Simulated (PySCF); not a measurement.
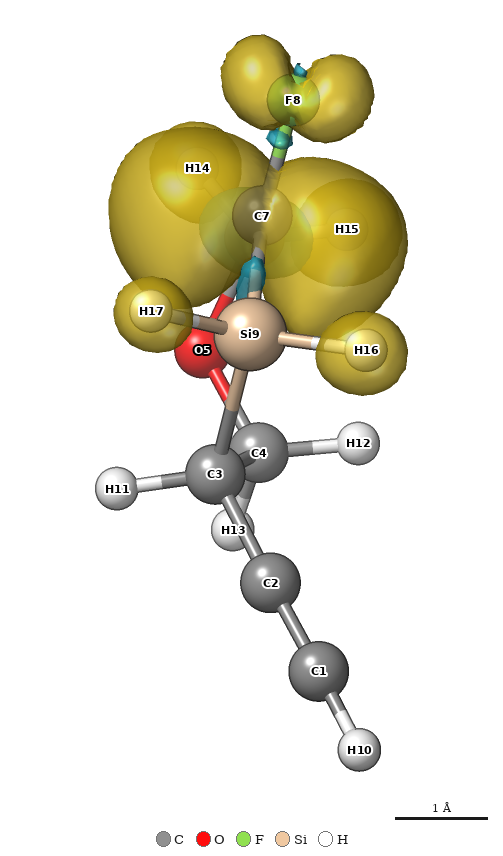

C6H8FOSi (doublet). Isosurfaces of the spin density at +0.015 (yellow) and −0.015 e/Å³ (cyan), seen at an oblique angle.

Geometry: GFN2-xTB.

Computed with UKS B3LYP, pcH-1 on C F H O Si, non-relativistic, mean-field spin-orbit, GIAO (PySCF 2.14.0, density-fitted response routines).

```xyz
17

C     3.3592   -0.2331   -0.2903
C     2.1831   -0.1933   -0.5118
C     0.7607   -0.1510   -0.7418
C     0.1978    1.2309   -0.3741
O    -1.1863    1.3364   -0.6388
C    -2.0226    0.7885    0.3413
C    -1.7292   -0.6308    0.6627
F    -2.6707   -1.2131    1.4391
Si   -0.1538   -1.5198    0.2473
H     4.3927   -0.2692   -0.1155
H     0.5853   -0.3002   -1.8122
H     0.4055    1.4566    0.6811
H     0.6668    2.0047   -0.9903
H    -3.0450    0.8915   -0.0465
H    -1.9717    1.3937    1.2717
H     0.5986   -1.8764    1.4573
H    -0.3774   -2.7035   -0.5890
```

Q: Where is the unpaired spin?

A: The unpaired spin (1 electron) lies mostly on C7 (about 0.6), F8 (about 0.1) and Si9 (about 0.1), in electrons by Hirshfeld's partition.
